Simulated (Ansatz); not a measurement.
**CH5B− (SMILES [BH2-]C): RPA@PBE/STO-3G**

Aim: the vertical doublet–quartet gap of CH5B− at RPA@PBE/STO-3G, from 2 runs. 

Program for the calculation: Ansatz 0.2.0.

2 further runs of the same task are left out: 2 set aside as unsound or not needed.

## 1. Starting point

CH5B− has 7 atoms, charge -1, and is taken as a doublet. As SMILES, `[BH2-]C`. The shape is that of a GFN2-xTB optimisation.

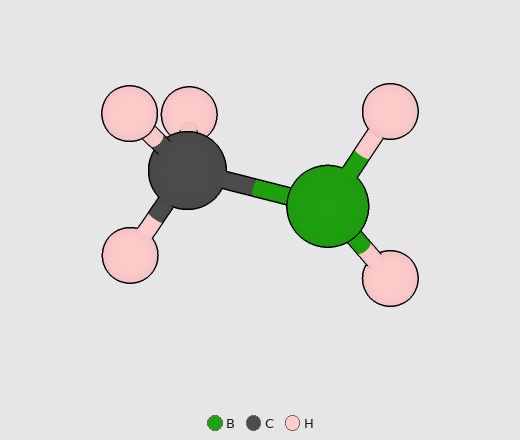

The structure, seen from a chosen angle (boron green, carbon dark grey, hydrogen pink).

## 2. A single-point energy at RPA@PBE/STO-3G

input.yaml

```yaml
basis:
  gaussian:
    orbitals: STO-3G
crystal:
  periodic: [false, false, false]
  atoms:
    - symbol: B
      position_ang: [-0.367620, -0.876680, 0.296410]
    - symbol: C
      position_ang: [0.129860, 0.657930, -0.010930]
    - symbol: H
      position_ang: [0.566410, -1.652080, 0.572900]
    - symbol: H
      position_ang: [-1.111250, -1.340120, -0.587590]
    - symbol: H
      position_ang: [0.713810, 1.090030, 0.817870]
    - symbol: H
      position_ang: [0.779370, 0.770230, -0.909000]
    - symbol: H
      position_ang: [-0.710590, 1.350700, -0.179660]
total_charge: -1
magnetization:
  spin_polarized: true
  initial_magnetization: 1
hamiltonian:
  xc: {name: PBE}
correlation:
  method: rpa
  frozen_orbitals: {B: 1, C: 1, H: 0}
accuracy: high
```

Started as:

```
$ ansatz run input.yaml --threads 1 --pin off --max-ram 2610MiB --events-out events.jsonl --progress --plain --runs-dir runs
```

Log:

```text
Warning: RAYON_NUM_THREADS=1 ignored (pool sized by the plan → 1); use --threads N
Functional definition: PBE
  name "PBE"
  parameter kappa = 0.804
  parameter beta = 0.06672455060314922
  exchange = pbe_x(kappa = kappa, mu = beta*pi^2/3)
  correlation = pbe_c(beta = beta)
254 factors; integrals over basis functions are off by at most 1.4e-8 eV
mean field evaluation 1: about -1763.9683 eV, gradient 1.3e1 eV
mean field evaluation 2: about -1763.8912 eV, gradient 1.3e1 eV
mean field evaluation 4: about -1764.9834 eV, gradient 8.2e-1 eV
mean field evaluation 8: about -1764.9891 eV, gradient 7.3e-3 eV
mean field evaluation 16: about -1764.9891 eV, gradient 4.0e-7 eV
mean field -1764.98909790 eV, -64.8621529953 hartree, gradient 2.4e-8 eV, S^2 0.752456; 0 other end points of the search recorded, 0 dependent functions left out
2 core orbitals not correlated: weight in the atoms' cores, before any rotation towards them, 1.000 or more for the frozen orbitals, at most 0.000 for the correlated occupied ones
reference -1753.97757981 eV, -64.4574871692 hartree; 7, 6 occupied and 6, 7 virtual orbitals, 254 factors
Total energy: -1759.04497298 eV, -64.6437104335 hartree
```

Wall time 1.9 s (1 thread of Arm Neoverse V1, shared host); peak memory 0.13 GiB.

## 3. The quartet at the same level

input.yaml

```yaml
crystal:
  periodic: [false, false, false]
  atoms:
    - {symbol: B, position_ang: [-0.367620, -0.876680, 0.296410]}
    - {symbol: C, position_ang: [0.129860, 0.657930, -0.010930]}
    - {symbol: H, position_ang: [0.566410, -1.652080, 0.572900]}
    - {symbol: H, position_ang: [-1.111250, -1.340120, -0.587590]}
    - {symbol: H, position_ang: [0.713810, 1.090030, 0.817870]}
    - {symbol: H, position_ang: [0.779370, 0.770230, -0.909000]}
    - {symbol: H, position_ang: [-0.710590, 1.350700, -0.179660]}
basis:
  gaussian:
    orbitals: STO-3G
total_charge: -1
magnetization:
  spin_polarized: true
  initial_magnetization: 3
hamiltonian:
  xc: {name: PBE}
correlation:
  method: rpa
  frozen_orbitals: {B: 1, C: 1, H: 0}
accuracy: high
```

Started as:

```
$ ansatz run input.yaml --threads 1 --pin off --max-ram 2610MiB --events-out events.jsonl --progress --plain --runs-dir runs
```

Log, cut to the lines that bear on the results:

```text
Warning: RAYON_NUM_THREADS=1 ignored (pool sized by the plan → 1); use --threads N
[... 2 set-up lines as earlier in the session ...]
[...]
254 factors; integrals over basis functions are off by at most 1.4e-8 eV
[...]
mean field -1750.73529872 eV, -64.3383355369 hartree, gradient 9.5e-8 eV, S^2 3.752759; 10 other end points of the search recorded, 0 dependent functions left out
2 core orbitals not correlated: weight in the atoms' cores, before any rotation towards them, 1.000 or more for the frozen orbitals, at most 0.000 for the correlated occupied ones
reference -1737.34977942 eV, -63.8464267756 hartree; 8, 5 occupied and 5, 8 virtual orbitals, 254 factors
Total energy: -1743.88298310 eV, -64.0865175827 hartree
```

Wall time 7.5 s (1 thread of Arm Neoverse V1, shared host); peak memory 0.13 GiB.

## 4. What came out

At RPA@PBE/STO-3G, 2 core orbitals frozen:

| quantity | value |
| --- | --- |
| doublet: total energy | -64.64371 Eh |
| doublet: RPA correlation energy (valence) | -186.2 mEh |
| doublet: ⟨S²⟩ of the reference determinant | 0.752 |
| quartet: total energy | -64.08652 Eh |
| quartet: RPA correlation energy (valence) | -240.1 mEh |
| quartet: ⟨S²⟩ of the reference determinant | 3.753 |
| vertical energy of the quartet above the doublet | 15.162 eV |

In words: At this shape the quartet lies 15.16 eV (350 kcal/mol) above the doublet. For an anion a state so high probably lies above electron detachment. In a minimal basis such a difference can be off by several eV, whatever the method.
